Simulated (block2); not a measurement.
# GaF (SMILES [F][Ga]): DMRG/ANO-RCC-MB

Aim: the energy change on altering one bond length of GaF at DMRG/ANO-RCC-MB, from 2 runs. 

The results are computed with block2 0.5.4.

4 further runs of the same task are left out: 2 that didn't finish, 2 set aside as unsound or not needed. Runs told in other sessions of the task aren't counted.

### 1 The molecule

GaF: 2 atoms, total charge 0, spin state singlet. SMILES: `[F][Ga]`. Geometry: relaxed at PBE0-D4/def2-TZVP.

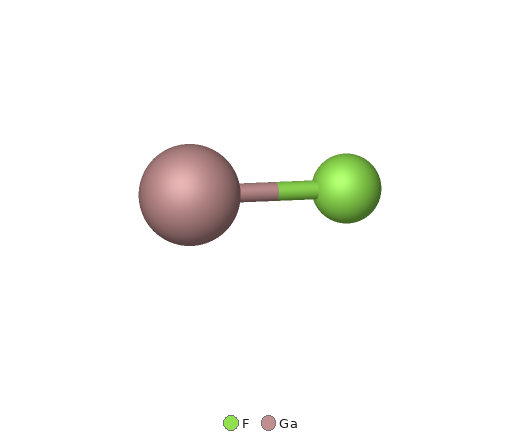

Viewed from a chosen angle; fluorine green, gallium pink.

### 2 The energy at DMRG/ANO-RCC-MB

Contents of job.py:

```python
import numpy as np
from pyscf import cc, dft, gto, mcscf, mp, scf
from pyblock2._pyscf.ao2mo import integrals as itg
from pyblock2.driver.core import DMRGDriver, SymmetryTypes

geom = """
F      0.000000     0.000000     0.006300
Ga     0.000000     0.000000     1.792850
"""
mol = gto.M(
    atom=geom,
    basis="ano-rcc-mb",
    charge=0,
    verbose=3,
)
print("nao = %d" % (mol.nao))
mf = scf.RHF(mol)
mf.conv_tol = 1e-10
mf.max_cycle = 200
mf.kernel()
if not mf.converged:
    mf = mf.newton().run(mf.mo_coeff, mf.mo_occ)
print("SCF energy = %.10f" % (mf.e_tot))
# single-reference ladder for comparison
ref = mf
pt = mp.MP2(ref, frozen=10).run()
mycc = cc.CCSD(ref, frozen=10)
mycc.max_cycle = 150
mycc.kernel()
print(f"MP2 total energy = {pt.e_tot:.10f}")
if mycc.converged:
    print("CCSD total energy = %.10f" % (mycc.e_tot))
    print(f"E(CCSD(T)) = {mycc.e_tot + mycc.ccsd_t():.10f}")
    print(f"T1 = {mycc.get_t1_diagnostic():.4f}")
# a few density functionals on the same geometry and basis
ks = dft.RKS(mol, xc="r2scan").set(conv_tol=1e-9, verbose=3).run()
if ks.converged:
    print(f"E(r2SCAN) = {ks.e_tot:.8f}")
ks = dft.RKS(mol, xc="tpss").set(conv_tol=1e-9, verbose=3).run()
if ks.converged:
    print(f"E(TPSS) = {ks.e_tot:.8f}")
ks = dft.RKS(mol, xc="pbe").set(conv_tol=1e-9, verbose=3).run()
if ks.converged:
    print(f"E(PBE) = {ks.e_tot:.8f}")
ks = dft.RKS(mol, xc="bhandhlyp").set(conv_tol=1e-9, verbose=3).run()
if ks.converged:
    print(f"E(BHLYP) = {ks.e_tot:.8f}")
ks = dft.RKS(mol, xc="m062x").set(conv_tol=1e-9, verbose=3).run()
if ks.converged:
    print("E(M06-2X) = %.8f" % (ks.e_tot))
ncas, n_elec, spin, ecore, h1e, g2e, orb_sym = itg.get_rhf_integrals(mf, ncore=10, ncas=13, pg_symm=False, g2e_symm=1)
drv = DMRGDriver(scratch="./tmp", symm_type=SymmetryTypes.SU2, stack_mem=1500 << 20, n_threads=1)
# order the orbitals along the chain
idx = drv.orbital_reordering(h1e, g2e, method="fiedler")
print("orbital order:", idx.tolist())
h1e = h1e[np.ix_(idx, idx)]
g2e = g2e[np.ix_(idx, idx, idx, idx)]
orb_sym = np.array(orb_sym)[idx]
drv.initialize_system(n_sites=ncas, n_elec=n_elec, spin=spin, orb_sym=orb_sym)
mpo = drv.get_qc_mpo(h1e=h1e, g2e=g2e, ecore=ecore, iprint=0)
mps = drv.get_random_mps(tag="GS", bond_dim=25, nroots=1)
bond_dims = [25] * 3 + [50] * 3 + [100] * 3
noises = [0.0001] * 3 + [0.0001] * 3 + [1e-05] * 3 + [0]
thrds = [1e-07] * 9
e = drv.dmrg(mpo, mps, n_sweeps=15, tol=1e-06, bond_dims=bond_dims, noises=noises, thrds=thrds, iprint=2)
ms, dws, es = drv.get_dmrg_results()
print("discarded weight = %.3e" % (dws[-1]))
print(f"total energy = {e:.10f}")
dm1 = drv.get_1pdm(mps)
print("NOONs =", np.round(np.linalg.eigvalsh(dm1)[::-1], 5).tolist())
c_act = mf.mo_coeff[:, 10:23][:, idx]
dm_ao = c_act @ dm1 @ c_act.T + 2 * mf.mo_coeff[:, :10] @ mf.mo_coeff[:, :10].T
print("dipole / D =", np.round(scf.hf.dip_moment(mol, dm_ao, verbose=0), 4).tolist())
print("largest bipartite entropy = %.4f" % (max(drv.get_bipartite_entanglement(mps))))
# FCI check
ci = mcscf.CASCI(mf, 13, (10, 10))
ci.fix_spin_(ss=0)
ci.fcisolver.conv_tol = 1e-10
ci.fcisolver.max_cycle = 200
ci.kernel()
print("exact diagonalisation = %.10f" % (ci.e_tot))
```

On the command line:

```
python job.py
```

What it wrote:

```text
nao = 23
converged SCF energy = -2011.57174317296
SCF energy = -2011.5717431730
E(RMP2) = -2011.60974351732  E_corr = -0.0380003443549686
E(SCS-RMP2) = -2011.61078910109  E_corr = -0.0390459281218737
E(CCSD) = -2011.618447158604  E_corr = -0.04670398563935908
MP2 total energy = -2011.6097435173
CCSD total energy = -2011.6184471586
CCSD(T) correction = -0.0060441407309749
E(CCSD(T)) = -2011.6244912993
T1 = 0.0171
converged SCF energy = -2013.59619251447
E(r2SCAN) = -2013.59619251
converged SCF energy = -2013.65363502119
E(TPSS) = -2013.65363502
converged SCF energy = -2013.30014532065
E(PBE) = -2013.30014532
converged SCF energy = -2013.58408959101
E(BHLYP) = -2013.58408959
converged SCF energy = -2013.6794312705
E(M06-2X) = -2013.67943127
orbital order: [4, 3, 1, 2, 5, 9, 12, 6, 0, 10, 11, 8, 7]
Environment initialization | Nsites =    13 | Center =     0
 INIT-R <-- Site =   10 ..  Bmem =   200 B Rmem =   200 B T = 0.00
 INIT-R <-- Site =    9 ..  Bmem = 6.19 KB Rmem = 6.19 KB T = 0.00
 INIT-R <-- Site =    8 ..  Bmem = 87.1 KB Rmem = 65.2 KB T = 0.00
 INIT-R <-- Site =    7 ..  Bmem = 1.01 MB Rmem = 65.4 KB T = 0.01
 INIT-R <-- Site =    6 ..  Bmem = 1.08 MB Rmem =  118 KB T = 0.02
 INIT-R <-- Site =    5 ..  Bmem = 1.99 MB Rmem =  173 KB T = 0.03
 INIT-R <-- Site =    4 ..  Bmem = 2.28 MB Rmem =  147 KB T = 0.17
 INIT-R <-- Site =    3 ..  Bmem = 1.49 MB Rmem =  137 KB T = 0.05
 INIT-R <-- Site =    2 ..  Bmem = 1.36 MB Rmem =  105 KB T = 0.05
 INIT-R <-- Site =    1 ..  Bmem = 1.03 MB Rmem = 72.1 KB T = 0.05
 INIT-R <-- Site =    0 ..  Bmem =  731 KB Rmem = 57.8 KB T = 0.05
Time init sweep =        0.436 | MaxBmem = 2.28 MB | MaxRmem =  147 KB
 | Tread = 0.000 | Twrite = 0.004 | Tfpread = 0.000 | Tfpwrite = 0.002 | data = 947 KB | cpsd = 751 KB | Tasync = 0.000

[... 9 lines left out ...]
 --> Site =    8-   9 .. Mmps =   25 Ndav =  14 E =  -2011.5632811483 Error = 1.99e-07 FLOPS = 1.61e+09 Tdav = 0.01 T = 0.04
[... 19 lines left out ...]
 <-- Site =    4-   5 .. Mmps =   25 Ndav =   3 E =  -2011.6241415242 Error = 3.02e-08 FLOPS = 1.63e+09 Tdav = 0.00 T = 0.03
[... 19 lines left out ...]
 --> Site =    6-   7 .. Mmps =   25 Ndav =   4 E =  -2011.6243331786 Error = 8.43e-06 FLOPS = 1.97e+09 Tdav = 0.01 T = 0.08
[... 19 lines left out ...]
 <-- Site =    6-   7 .. Mmps =   50 Ndav =   4 E =  -2011.6247102879 Error = 1.55e-06 FLOPS = 2.75e+09 Tdav = 0.02 T = 0.11
[... 19 lines left out ...]
 --> Site =    4-   5 .. Mmps =   50 Ndav =   2 E =  -2011.6247379789 Error = 2.56e-09 FLOPS = 2.81e+09 Tdav = 0.01 T = 0.06
[... 19 lines left out ...]
 <-- Site =    8-   9 .. Mmps =   50 Ndav =   2 E =  -2011.6247532787 Error = 2.09e-08 FLOPS = 2.63e+09 Tdav = 0.01 T = 0.04
[... 19 lines left out ...]
 --> Site =    2-   3 .. Mmps =   22 Ndav =   1 E =  -2011.6247630729 Error = 0.00e+00 FLOPS = 1.19e+09 Tdav = 0.00 T = 0.02
[... 19 lines left out ...]
 <-- Site =   10-  11 .. Mmps =   10 Ndav =   1 E =  -2011.6247708723 Error = 0.00e+00 FLOPS = 1.26e+09 Tdav = 0.00 T = 0.02
[... 19 lines left out ...]
 --> Site =    0-   1 .. Mmps =    3 Ndav =   1 E =  -2011.6247735937 Error = 0.00e+00 FLOPS = 3.31e+08 Tdav = 0.00 T = 0.00
[... 5 lines left out ...]
 --> Site =    6-   7 .. Mmps =  100 Ndav =   2 E =  -2011.6247736821 Error = 1.55e-08 FLOPS = 3.70e+09 Tdav = 0.07 T = 0.52
 --> Site =    7-   8 .. Mmps =  100 Ndav =   2 E =  -2011.6247736879 Error = 1.28e-08 FLOPS = 3.73e+09 Tdav = 0.04 T = 0.18
 --> Site =    8-   9 .. Mmps =  100 Ndav =   1 E =  -2011.6247736602 Error = 2.75e-10 FLOPS = 3.20e+09 Tdav = 0.01 T = 0.09
 --> Site =    9-  10 .. Mmps =  100 Ndav =   1 E =  -2011.6247736601 Error = 5.03e-11 FLOPS = 2.11e+09 Tdav = 0.00 T = 0.06
 --> Site =   10-  11 .. Mmps =  100 Ndav =   1 E =  -2011.6247736601 Error = 1.13e-19 FLOPS = 1.18e+09 Tdav = 0.00 T = 0.04
 --> Site =   11-  12 .. Mmps =   63 Ndav =   1 E =  -2011.6247736601 Error = 1.33e-22 FLOPS = 6.15e+08 Tdav = 0.00 T = 0.02
[... 8 lines left out ...]
Sweep =    9 | Direction = backward | Bond dimension =  100 | Noise =  0.00e+00 | Dav threshold =  1.00e-07
 <-- Site =   11-  12 .. Mmps =    3 Ndav =   1 E =  -2011.6247736601 Error = 0.00e+00 FLOPS = 6.04e+08 Tdav = 0.00 T = 0.00
 <-- Site =   10-  11 .. Mmps =   10 Ndav =   1 E =  -2011.6247736601 Error = 0.00e+00 FLOPS = 1.23e+09 Tdav = 0.00 T = 0.02
 <-- Site =    9-  10 .. Mmps =   35 Ndav =   1 E =  -2011.6247736601 Error = 0.00e+00 FLOPS = 2.05e+09 Tdav = 0.00 T = 0.04
 <-- Site =    8-   9 .. Mmps =   83 Ndav =   1 E =  -2011.6247736601 Error = 8.08e-22 FLOPS = 3.15e+09 Tdav = 0.01 T = 0.07
 <-- Site =    7-   8 .. Mmps =  100 Ndav =   2 E =  -2011.6247736888 Error = 1.48e-09 FLOPS = 3.71e+09 Tdav = 0.04 T = 0.14
 <-- Site =    6-   7 .. Mmps =  100 Ndav =   2 E =  -2011.6247737554 Error = 1.27e-08 FLOPS = 3.88e+09 Tdav = 0.07 T = 0.44
 <-- Site =    5-   6 .. Mmps =  100 Ndav =   1 E =  -2011.6247737075 Error = 2.23e-16 FLOPS = 3.76e+09 Tdav = 0.04 T = 0.40
 <-- Site =    4-   5 .. Mmps =  100 Ndav =   1 E =  -2011.6247737075 Error = 4.04e-19 FLOPS = 2.99e+09 Tdav = 0.02 T = 0.15
 <-- Site =    3-   4 .. Mmps =   69 Ndav =   1 E =  -2011.6247737075 Error = 2.23e-20 FLOPS = 3.10e+09 Tdav = 0.01 T = 0.07
 <-- Site =    2-   3 .. Mmps =   32 Ndav =   1 E =  -2011.6247737075 Error = 1.25e-20 FLOPS = 1.83e+09 Tdav = 0.00 T = 0.03
 <-- Site =    1-   2 .. Mmps =   11 Ndav =   1 E =  -2011.6247737075 Error = 3.42e-21 FLOPS = 5.33e+08 Tdav = 0.00 T = 0.01
 <-- Site =    0-   1 .. Mmps =    4 Ndav =   1 E =  -2011.6247737075 Error = 6.30e-21 FLOPS = 2.05e+07 Tdav = 0.00 T = 0.01
Time elapsed =      8.758 | E =   -2011.6247737554 | DE = -6.75e-08 | DW = 1.27039e-08
Time sweep =        1.386 | 625 MFLOP/SWP
 | Dmem = 2.18 MB (6%) | Imem = 61.7 KB (97%) | Hmem = 47.0 MB | Wmem = 71.3 KB | Pmem = 0 B
 | Tread = 0.012 | Twrite = 0.014 | Tfpread = 0.011 | Tfpwrite = 0.012 | Tmporead = 0.000
 | data = 8.32 MB | cpsd = 6.13 MB | Tasync = 0.000
 | Trot = 0.063 | Tctr = 0.000 | Tint = 0.001 | Tmid = 0.000 | Tdctr = 0.001 | Tdiag = 0.008 | Tinfo = 0.008
 | Teff = 1.088 | Tprt = 0.000 | Teig = 0.181 | Tblk = 1.295 | Tmve = 0.089 | Tdm = 0.001 | Tsplt = 0.010 | Tsvd = 0.000 | Torth = 0.000

discarded weight = 1.270e-08
total energy = -2011.6247737554
NOONs = [1.99988, 1.99984, 1.99976, 1.99976, 1.99957, 1.99957, 1.98023, 1.97871, 1.97871, 1.92371, 0.05236, 0.05236, 0.03554]
dipole / D = [0.0, 0.0, 1.3059]
largest bipartite entropy = 0.2940
CASCI E = -2011.62477381216  E(CI) = -129.022980137406  S^2 = 0.0000000
exact diagonalisation = -2011.6247738122
```

Run time: 26 s. Hardware: 1 thread of Arm Neoverse V1, shared host; peak memory 0.3 GiB.

### 3 The distorted shape: the energy at DMRG/ANO-RCC-MB

Contents of mol.xyz:

```xyz
2
FGa
F      0.000000     0.000000    -2.137550
Ga     0.000000     0.000000     1.792850
```

Contents of job.py:

```python
import numpy as np
from pyscf import cc, dft, gto, mcscf, mp, scf
from pyblock2._pyscf.ao2mo import integrals as itg
from pyblock2.driver.core import DMRGDriver, SymmetryTypes

geom = "mol.xyz"
mol = gto.M(
    atom=geom,
    basis="ano-rcc-mb",
    verbose=3,
    max_memory=2000,
)
print("nao = %d" % (mol.nao))
mf = scf.RHF(mol)
mf.conv_tol = 1e-10
mf.max_cycle = 200
mf.kernel()
if not mf.converged:
    mf = mf.newton().run(mf.mo_coeff, mf.mo_occ)
print("SCF energy = %.10f" % (mf.e_tot))
# single-reference ladder for comparison
ref = mf
pt = mp.MP2(ref, frozen=10).run()
mycc = cc.CCSD(ref, frozen=10)
mycc.max_cycle = 150
mycc.kernel()
print("E(MP2) = %.10f" % (pt.e_tot))
if mycc.converged:
    print("CCSD total energy = %.10f" % (mycc.e_tot))
    print(f"CCSD(T) total energy = {mycc.e_tot + mycc.ccsd_t():.10f}")
    print("T1 = %.4f" % (mycc.get_t1_diagnostic()))
# a few density functionals on the same geometry and basis
ks = dft.RKS(mol, xc="r2scan").set(conv_tol=1e-9, verbose=3).run()
if ks.converged:
    print("E(r2SCAN) = %.8f" % (ks.e_tot))
ks = dft.RKS(mol, xc="tpss").set(conv_tol=1e-9, verbose=3).run()
if ks.converged:
    print("E(TPSS) = %.8f" % (ks.e_tot))
ks = dft.RKS(mol, xc="pbe").set(conv_tol=1e-9, verbose=3).run()
if ks.converged:
    print(f"E(PBE) = {ks.e_tot:.8f}")
ks = dft.RKS(mol, xc="bhandhlyp").set(conv_tol=1e-9, verbose=3).run()
if ks.converged:
    print("E(BHLYP) = %.8f" % (ks.e_tot))
ks = dft.RKS(mol, xc="m062x").set(conv_tol=1e-9, verbose=3).run()
if ks.converged:
    print("E(M06-2X) = %.8f" % (ks.e_tot))
# rotate to MP2 natural orbitals
occ_no, mo = mcscf.addons.make_natural_orbitals(mp.MP2(mf, frozen=10).run())
mf.mo_coeff = mo
ncas, n_elec, spin, ecore, h1e, g2e, orb_sym = itg.get_rhf_integrals(mf, ncore=10, ncas=13, pg_symm=False, g2e_symm=1)
drv = DMRGDriver(scratch="./tmp", symm_type=SymmetryTypes.SU2, stack_mem=1500 << 20, n_threads=1)
# order the orbitals along the chain
idx = drv.orbital_reordering(h1e, g2e, method="fiedler")
print("orbital order:", idx.tolist())
h1e = h1e[np.ix_(idx, idx)]
g2e = g2e[np.ix_(idx, idx, idx, idx)]
orb_sym = np.array(orb_sym)[idx]
drv.initialize_system(n_sites=ncas, n_elec=n_elec, spin=spin, orb_sym=orb_sym)
mpo = drv.get_qc_mpo(h1e=h1e, g2e=g2e, ecore=ecore, iprint=0)
occs = np.array([1.9] * 10 + [0.1] * 3)[idx]
mps = drv.get_random_mps(tag="GS", bond_dim=37, nroots=1, occs=occs)
bond_dims = [37] * 3 + [75] * 2 + [112] * 3 + [150] * 4
noises = [0.001] * 3 + [0.0001] * 2 + [0.0001] * 3 + [1e-05] * 4 + [0]
thrds = [1e-08] * 12
e = drv.dmrg(mpo, mps, n_sweeps=18, tol=1e-07, bond_dims=bond_dims, noises=noises, thrds=thrds, iprint=1)
ms, dws, es = drv.get_dmrg_results()
print("max discarded weight = %.3e" % (dws[-1]))
print("E(final) = %.10f" % (e))
dm1 = drv.get_1pdm(mps)
print("occupation numbers =", np.round(np.linalg.eigvalsh(dm1)[::-1], 5).tolist())
c_act = mf.mo_coeff[:, 10:23][:, idx]
dm_ao = c_act @ dm1 @ c_act.T + 2 * mf.mo_coeff[:, :10] @ mf.mo_coeff[:, :10].T
print("dipole / D =", np.round(scf.hf.dip_moment(mol, dm_ao, verbose=0), 4).tolist())
print("max block entropy = %.4f" % (max(drv.get_bipartite_entanglement(mps))))
# FCI check
ci = mcscf.CASCI(mf, 13, (10, 10))
ci.fix_spin_(ss=0)
ci.fcisolver.conv_tol = 1e-10
ci.fcisolver.max_cycle = 200
ci.kernel()
print(f"FCI energy = {ci.e_tot:.10f}")
```

On the command line:

```
python job.py
```

What it wrote:

```text
nao = 23
converged SCF energy = -2011.39215553187
SCF energy = -2011.3921555319
E(RMP2) = -2011.452955912  E_corr = -0.0608003801279042
E(SCS-RMP2) = -2011.46447473381  E_corr = -0.0723192019408951
E(CCSD) = -2011.502101247975  E_corr = -0.1099457161005516
E(MP2) = -2011.4529559120
CCSD total energy = -2011.5021012480
CCSD(T) correction = -0.00584809289287431
CCSD(T) total energy = -2011.5079493409
T1 = 0.1245
SCF not converged.
SCF energy = -2013.43198928944
SCF not converged.
SCF energy = -2001.5680848455
converged SCF energy = -2013.17661447472
E(PBE) = -2013.17661447
converged SCF energy = -2013.42377630301
E(BHLYP) = -2013.42377630
converged SCF energy = -2013.5183672535
E(M06-2X) = -2013.51836725
E(RMP2) = -2011.452955912  E_corr = -0.0608003801279042
E(SCS-RMP2) = -2011.46447473381  E_corr = -0.0723192019408951
orbital order: [7, 6, 5, 9, 10, 8, 11, 12, 0, 1, 2, 3, 4]

Sweep =    0 | Direction =  forward | Bond dimension =   37 | Noise =  1.00e-03 | Dav threshold =  1.00e-08
Time elapsed =      0.293 | E =   -2011.5022158962 | DW = 9.37689e-08

Sweep =    1 | Direction = backward | Bond dimension =   37 | Noise =  1.00e-03 | Dav threshold =  1.00e-08
Time elapsed =      0.884 | E =   -2011.5040257804 | DE = -1.81e-03 | DW = 9.08654e-06

Sweep =    2 | Direction =  forward | Bond dimension =   37 | Noise =  1.00e-03 | Dav threshold =  1.00e-08
Time elapsed =      1.406 | E =   -2011.5041713968 | DE = -1.46e-04 | DW = 6.88329e-05

Sweep =    3 | Direction = backward | Bond dimension =   75 | Noise =  1.00e-04 | Dav threshold =  1.00e-08
Time elapsed =      2.267 | E =   -2011.5042698713 | DE = -9.85e-05 | DW = 5.62911e-08

Sweep =    4 | Direction =  forward | Bond dimension =   75 | Noise =  1.00e-04 | Dav threshold =  1.00e-08
Time elapsed =      3.325 | E =   -2011.5042707825 | DE = -9.11e-07 | DW = 3.30030e-07

Sweep =    5 | Direction = backward | Bond dimension =  112 | Noise =  1.00e-04 | Dav threshold =  1.00e-08
Time elapsed =      4.747 | E =   -2011.5042712432 | DE = -4.61e-07 | DW = 1.06965e-08

Sweep =    6 | Direction =  forward | Bond dimension =  112 | Noise =  1.00e-04 | Dav threshold =  1.00e-08
Time elapsed =      6.487 | E =   -2011.5042712486 | DE = -5.44e-09 | DW = 1.81123e-08

Sweep =    7 | Direction = backward | Bond dimension =  112 | Noise =  1.00e-04 | Dav threshold =  1.00e-08
Time elapsed =      8.198 | E =   -2011.5042712487 | DE = -1.40e-10 | DW = 1.07047e-08

Sweep =    8 | Direction =  forward | Bond dimension =  150 | Noise =  1.00e-05 | Dav threshold =  1.00e-08
Time elapsed =     10.359 | E =   -2011.5042712566 | DE = -7.88e-09 | DW = 2.73258e-10

Sweep =    9 | Direction = backward | Bond dimension =  150 | Noise =  1.00e-05 | Dav threshold =  1.00e-08
Time elapsed =     12.707 | E =   -2011.5042712564 | DE = 2.02e-10 | DW = 1.82388e-10

Sweep =   10 | Direction =  forward | Bond dimension =  150 | Noise =  1.00e-05 | Dav threshold =  1.00e-08
Time elapsed =     15.060 | E =   -2011.5042712561 | DE = 3.05e-10 | DW = 2.01446e-10

Sweep =   11 | Direction = backward | Bond dimension =  150 | Noise =  1.00e-05 | Dav threshold =  1.00e-08
Time elapsed =     17.413 | E =   -2011.5042712560 | DE = 1.03e-10 | DW = 1.48699e-10

Sweep =   12 | Direction =  forward | Bond dimension =  150 | Noise =  0.00e+00 | Dav threshold =  1.00e-08
Time elapsed =     19.526 | E =   -2011.5042712559 | DE = 1.29e-10 | DW = 1.01500e-17

max discarded weight = 1.015e-17
E(final) = -2011.5042712559
occupation numbers = [1.99998, 1.99983, 1.99968, 1.99968, 1.9995, 1.9995, 1.9263, 1.92359, 1.92352, 1.37767, 0.62972, 0.11055, 0.11048]
dipole / D = [-0.0, 0.0, 0.914]
max block entropy = 1.5485
CASCI E = -2011.50427125836  E(CI) = -114.206732032653  S^2 = 0.0000000
FCI energy = -2011.5042712584
```

Wall time 51 s (1 thread of Arm Neoverse V1, shared host); peak memory 0.36 GiB.

### 4 Summary of results

At DMRG/ANO-RCC-MB, 10 core orbitals frozen:

```
                                                                       quantity           value
                                           run 1, DMRG/ANO-RCC-MB: total energy  -2011.62477 Eh
run 1, DMRG/ANO-RCC-MB: dipole moment (of the density that the program reports)          1.31 D
                         run 1, DMRG/ANO-RCC-MB: T1 diagnostic of the CCSD step           0.017
                                                  distorted shape: total energy  -2011.50427 Eh
       distorted shape: dipole moment (of the density that the program reports)          0.91 D
                                distorted shape: T1 diagnostic of the CCSD step           0.124
             energy change with the F1–Ga2 bond stretched from 1.787 to 3.930 Å        3.279 eV
```

With the F1–Ga2 bond stretched from 1.787 to 3.930 Å the energy rises by 3.28 eV (316 kJ/mol). The first shape isn't relaxed at this level, so the change isn't measured from a minimum. The minimal basis adds a large error of its own. The basis (run 1, DMRG/ANO-RCC-MB) was made for a relativistic Hamiltonian, but the run is non-relativistic. The T1 diagnostic (distorted shape) of 0.124 is above the customary mark for such species, so a single reference may not serve. The basis (distorted shape) was made for a relativistic Hamiltonian, but the run is non-relativistic.
